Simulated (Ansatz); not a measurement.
# C2HF (fluoroacetylene): PBE0/STO-3G

Aim: the vertical ionisation energy of C2HF (fluoroacetylene) at PBE0/STO-3G, from 2 runs. 

The results are computed with Ansatz 0.2.0.

49 further runs of the same task are left out: 5 that didn't finish, 44 set aside as unsound or not needed.

## 1. The structure to begin with

C2HF has 4 atoms, charge 0, and is taken as a singlet. As SMILES, `C#CF`. Geometry: relaxed at PBE0-D4/def2-TZVP.

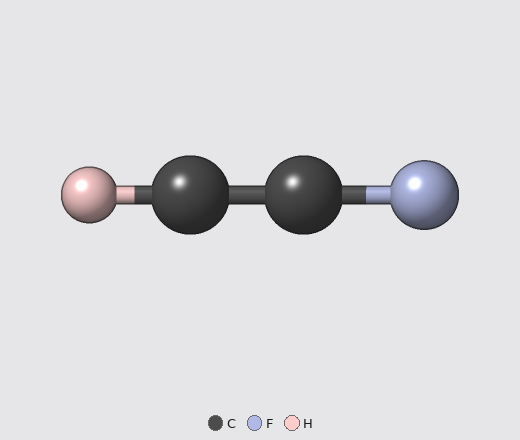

Viewed from a chosen angle; carbon dark grey, fluorine light blue, hydrogen pink.

## 2. A single-point energy at PBE0/STO-3G

job.yaml

```yaml
crystal:
  periodic: [false, false, false]
  atoms:
    - {symbol: C, position_ang: [-0.361030, 0.453110, -0.290220]}
    - {symbol: C, position_ang: [0.303270, -0.380840, 0.243810]}
    - {symbol: F, position_ang: [1.010600, -1.269010, 0.812300]}
    - {symbol: H, position_ang: [-0.952830, 1.196740, -0.765890]}
basis:
  gaussian: {orbitals: STO-3G}
hamiltonian: {xc: pbe0}
accuracy: high
```

Run with:

```bash
$ ansatz run job.yaml --threads 1 --pin off --max-ram 3480MiB --events-out events.jsonl --progress --plain --runs-dir runs
```

Output:

```text
Warning: RAYON_NUM_THREADS=1 ignored (pool sized by the plan → 1); use --threads N
Functional definition: PBE0
  name "PBE0"
  parameter a = 0.25
  parameter kappa = 0.804
  parameter beta = 0.06672455060314922
  exchange = (1 - a)*pbe_x(kappa = kappa, mu = beta*pi^2/3) + a*exact_x
  correlation = pbe_c(beta = beta)
270 factors; integrals over basis functions are off by at most 3.6e-8 eV
mean field evaluation 1: about -4732.7996 eV, gradient 2.2e1 eV
mean field evaluation 2: about -4728.3023 eV, gradient 4.6e1 eV
mean field evaluation 4: about -4734.1791 eV, gradient 8.2e-1 eV
mean field evaluation 8: about -4734.1285 eV, gradient 2.4e-3 eV
mean field evaluation 16: about -4734.1285 eV, gradient 2.3e-8 eV
mean field -4734.12846227 eV, -173.9760120809 hartree, gradient 2.3e-8 eV, S^2 0.000000; 0 other end points of the search recorded, 0 dependent functions left out
reference -4734.12846325 eV, -173.9760121168 hartree; 11, 11 occupied and 5, 5 virtual orbitals, 270 factors
Total energy: -4734.12846325 eV, -173.9760121168 hartree
```

Run time: 0.85 s. Hardware: 1 thread of Intel Xeon Platinum 8259CL at 2.50GHz (Skylake/Cascade Lake), shared host.

## 3. The doublet cation

in.yaml

```yaml
basis:
  gaussian: {orbitals: STO-3G}
crystal:
  periodic: [false, false, false]
  atoms:
    - {symbol: C, position_ang: [-0.361030, 0.453110, -0.290220]}
    - {symbol: C, position_ang: [0.303270, -0.380840, 0.243810]}
    - {symbol: F, position_ang: [1.010600, -1.269010, 0.812300]}
    - {symbol: H, position_ang: [-0.952830, 1.196740, -0.765890]}
total_charge: 1
magnetization: {spin_polarized: true, initial_magnetization: 1}
hamiltonian: {xc: {name: PBE0}}
accuracy: high
```

Run with:

```bash
$ ansatz run in.yaml --threads 1 --pin off --max-ram 3480MiB --events-out events.jsonl --progress --plain --runs-dir runs
```

Output:

```text
Warning: RAYON_NUM_THREADS=1 ignored (pool sized by the plan → 1); use --threads N
Functional definition: PBE0
  name "PBE0"
  parameter a = 0.25
  parameter kappa = 0.804
  parameter beta = 0.06672455060314922
  exchange = (1 - a)*pbe_x(kappa = kappa, mu = beta*pi^2/3) + a*exact_x
  correlation = pbe_c(beta = beta)
270 factors; integrals over basis functions are off by at most 3.6e-8 eV
mean field evaluation 1: about -4723.5301 eV, gradient 1.2e1 eV
mean field evaluation 2: about -4719.4170 eV, gradient 3.2e1 eV
mean field evaluation 4: about -4724.6289 eV, gradient 1.9e0 eV
mean field evaluation 8: about -4724.6044 eV, gradient 6.2e-2 eV
mean field evaluation 16: about -4724.6046 eV, gradient 5.6e-6 eV
mean field evaluation 32: about -4724.6046 eV, gradient 9.1e-5 eV
mean field evaluation 64: about -4724.6046 eV, gradient 1.2e-2 eV
mean field -4724.60456089 eV, -173.6260151609 hartree, gradient 1.7e-9 eV, S^2 0.753816; 2 other end points of the search recorded, 0 dependent functions left out
reference -4724.60456184 eV, -173.6260151956 hartree; 11, 10 occupied and 5, 6 virtual orbitals, 270 factors
Total energy: -4724.60456184 eV, -173.6260151956 hartree
```

Wall time 25 s (1 thread of Intel Xeon Platinum 8259CL at 2.50GHz (Skylake/Cascade Lake), shared host); peak memory 0.13 GiB.

## 4. Outcome

At PBE0/STO-3G:

| quantity | value |
| --- | --- |
| singlet C2HF: total energy | -173.97601 Eh |
| doublet cation: total energy | -173.62602 Eh |
| doublet cation: ⟨S²⟩ | 0.754 |
| vertical ionisation energy (to the doublet cation) | 9.524 eV |

The vertical ionisation energy comes to 9.52 eV (220 kcal/mol). In a minimal basis such a difference can be off by several eV, whatever the method.
